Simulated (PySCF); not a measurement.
Si(H)(Et)(Vi)(OEt), C6H14OSi, SMILES [SiH](OCC)(C=C)CC, singlet, GFN2-xTB optimised geometry. Atoms within 1.6 Å of the plane z = 0.0 Å (x, y, z in Å): Si1 (0.00, -1.49, 0.00), C2 (-0.60, 0.31, 0.00), C3 (-0.07, 1.30, 0.70), C4 (-0.71, -2.45, 1.47), O6 (-0.59, -2.30, -1.28), H9 (1.47, -1.49, 0.00), H10 (-1.47, 0.53, -0.61), H11 (-0.46, 2.30, 0.69), H12 (0.80, 1.14, 1.32), H13 (-1.80, -2.48, 1.42), H14 (-0.37, -3.48, 1.44).

Computed with B3LYP/def2-SVP in PySCF. Cells within 0.4 Å of a nucleus heavier than hydrogen are left out (blank, or x).

Map of the electron localisation function on the plane z = 0.0 Å:

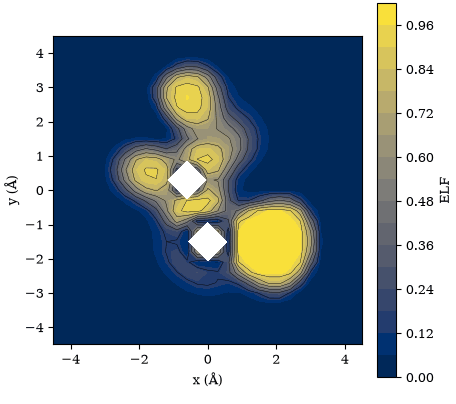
Fig. 1. Electron localisation function on the plane z = 0.0 Å.
